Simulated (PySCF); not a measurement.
C₆H₁₁O (doublet)

Input file:

```
{"job": {"kind": "epr", "basis": "pcH-1"}, "charge": 0, "multiplicity": 2}
C      2.599338    -0.061043     0.512285
C      1.562159     0.004648    -0.519947
C      0.227201    -0.672933    -0.071261
C     -0.433594     0.068152     1.106997
C     -1.883712     0.242900     0.653074
C     -1.719430     0.262823    -0.865429
O     -0.706846    -0.682311    -1.135847
H      2.733794     0.738056     1.214920
H      3.125341    -0.979637     0.685787
H      1.332251     1.038864    -0.784751
H      1.876082    -0.529066    -1.421328
H      0.443285    -1.719386     0.173295
H     -0.347789    -0.492760     2.034785
H      0.039882     1.039965     1.246895
H     -2.346618     1.148612     1.037921
H     -2.483432    -0.618373     0.948509
H     -2.611771    -0.044746    -1.411902
H     -1.414901     1.262553    -1.209938
```

Command:

```sh
OMP_NUM_THREADS=1 python probes_run.py task.json out
```

Geometry: GFN2-xTB.

These are results of UKS B3LYP, pcH-1 on C H O, non-relativistic, mean-field spin-orbit, GIAO in PySCF 2.14.0, density-fitted response routines, not measurements.

Question: Predict the electron density, electron localisation function and spin density between the atoms.

Answer: C–C (1.46 Å): ρ at the midpoint is about 1.8 e/Å³; the ELF peaks at about 0.95 between the atoms; a covalent bond.
C–C (1.53 Å): ρ is about 1.8 e/Å³ halfway; the ELF peaks at about 0.95 between the atoms; localised, covalent bonding.
The unpaired spin (1 electron) lies mostly on C1 (about 0.7) and C2 (about 0.1), in electrons by Hirshfeld's partition.

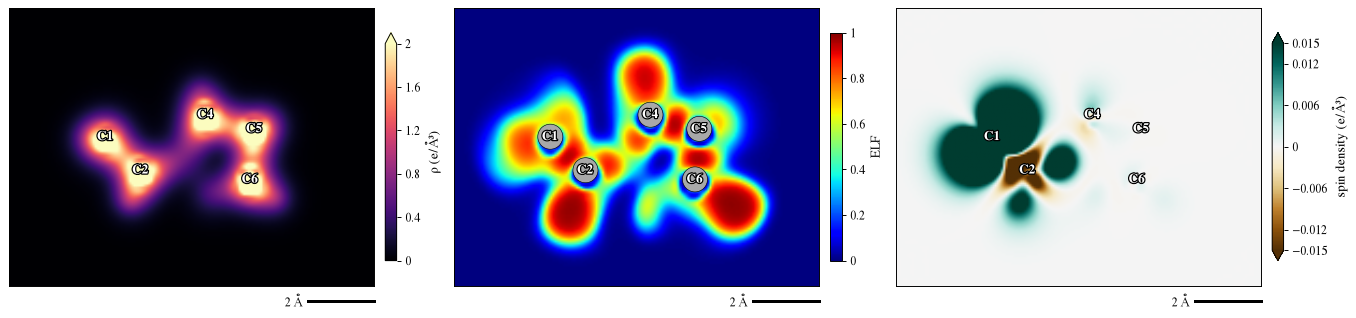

Computed electron density, electron localisation function and spin density on the plane of atoms C4, C5 and C6, in this order. Grey discs cover the atomic cores in the ELF map. 
